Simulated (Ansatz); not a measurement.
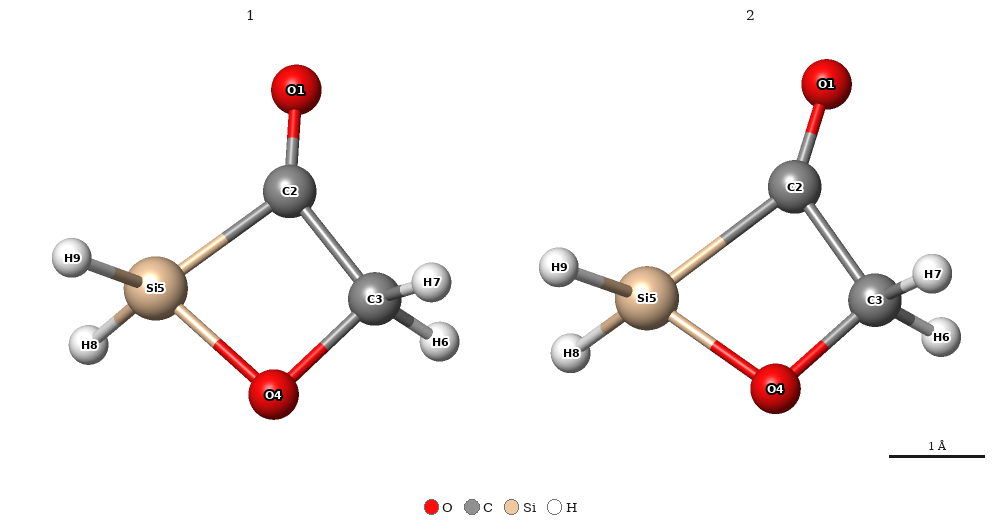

Two geometries of C$_{2}$H$_{4}$O$_{2}$Si, drawn at one scale. One is the start of a relaxation, the other its converged end. Style: ball-and-stick. Shown from a free direction.

These are results of Ansatz, UKS PBE-D4/def2-SVP, not measurements. Set-up: collinear spin; force threshold 0.02 eV/Å; at most 50 steps.

> Which geometry has the lower energy?

Structure 2 is the relaxed one. The run prepares an end point of a later path (hydrogen shift) calculation, from a guessed geometry. The energy falls by 0.788 eV in 7 accepted moves (8 points after the start). Largest force component: 4.5 eV/Å at the start, 0.0028 eV/Å at the end. The line search rejected the trial step at point 4 of the run. The largest move after the best rigid fit is that of O1, 0.33 Å. Largest moves by element: O 0.33 Å, H 0.22 Å, Si 0.14 Å, C 0.08 Å. Near-neighbour distances that change, for instance: C2–Si5 1.769 → 1.985 Å, C3–O4 1.494 → 1.436 Å, Si5–H8 1.473 → 1.506 Å, O1–C2 1.172 → 1.203 Å. Among the angles between lasting bonds that change: O1–C2–Si5 130.2° → 144.5°, O1–C2–C3 140.8° → 130.8°, C3–O4–Si5 91.2° → 99.0°.
